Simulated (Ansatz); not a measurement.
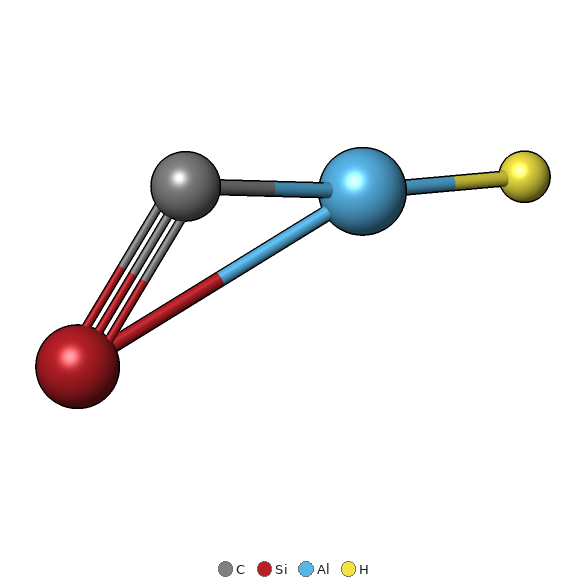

The geometry was computed by an optimisation with PBE0-D4/def2-TZVP. No frequency run is at hand to confirm it as a minimum.

**What is the molecular formula?**

CHAlSi, 4 atoms: 1 carbon, 1 hydrogen, 1 aluminium and 1 silicon.

**How many bonds of each kind are drawn?**

1 C–Si, 1 Al–Si, 1 C–Al, 1 Al–H.

**How many sets of symmetry-equivalent atoms are there?**

4: 1 C, 1 Si, 1 Al, 1 H.

**What is the point group of this geometry?**

Cs.

The parts below concern this one geometry. Atoms keep their numbers from picture to picture.

### Shape

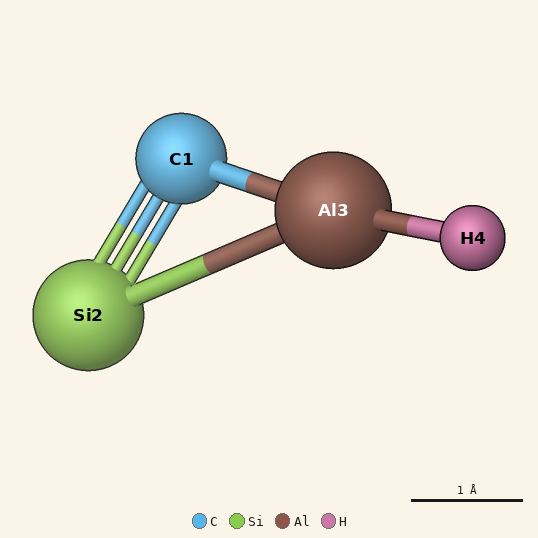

Numbered structure. No frequency run is at hand to confirm it as a minimum.

List the bonds and their lengths.

| bond | length (Å) |
| --- | --- |
| C1–Si2 | 1.691 |
| C1–Al3 | 1.777 |
| Si2–Al3 | 2.783 |
| Al3–H4 | 1.574 |

### Dipole moment

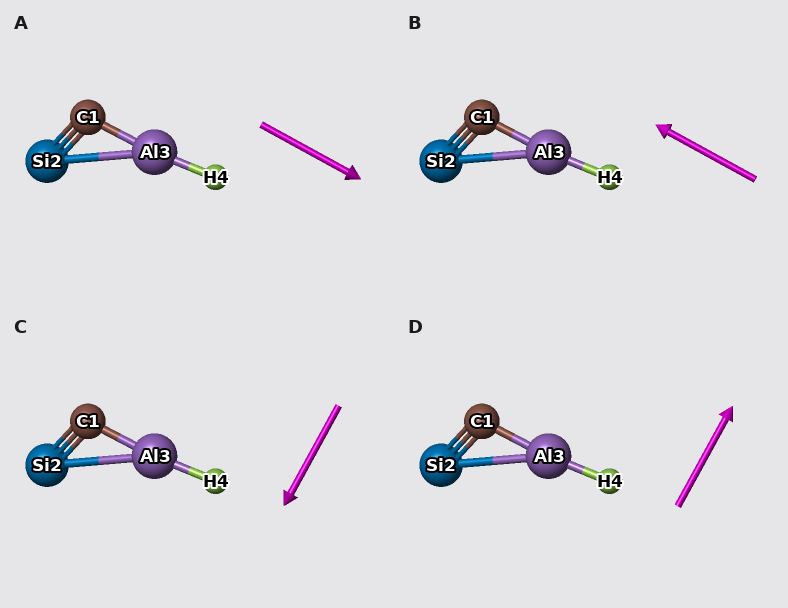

The same molecule four times, each with an arrow. No frequency run is at hand to confirm it as a minimum. Method: RKS PBE0-D4/def2-TZVP (Ansatz 0.2.0).

**Which arrow points along the dipole moment, from the negative to the positive end?**

A. The dipole moment is 3.09 D; it points from the side of Si2 to the side of H4 (the outermost atoms at the two ends).

### Charges

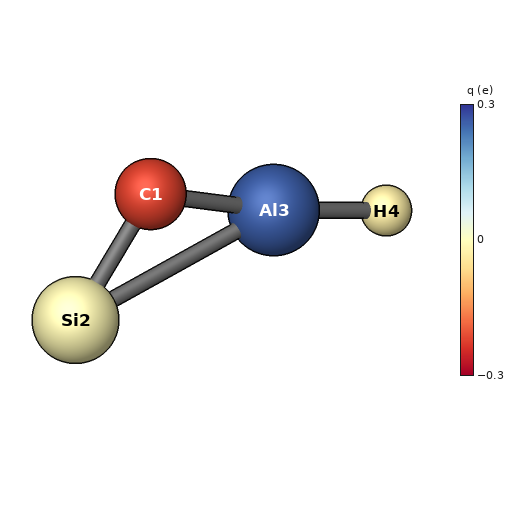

Atoms are coloured by their Mulliken charges. No frequency run is at hand to confirm it as a minimum. Method: RKS PBE0-D4/def2-TZVP (Ansatz 0.2.0).

**Which atom carries the highest charge (most positive or least negative)?**

Al3 (0.26 e).

**And the lowest?**

C1 (−0.22 e).

List the Mulliken charges.

```
atom  value (e)
  C1      −0.22
 Si2      −0.01
 Al3       0.26
  H4      −0.03
```

### Electronic properties

No frequency run is at hand to confirm it as a minimum. Level of theory: RKS PBE0-D4/def2-TZVPP (Ansatz 0.2.0).

**What is the HOMO–LUMO gap?**

4.91 eV.

**Estimate the HOMO energy (Kohn–Sham orbital).**

−6.50 eV.

Mulliken values depend strongly on the basis set and can even reverse the polarity of a bond.
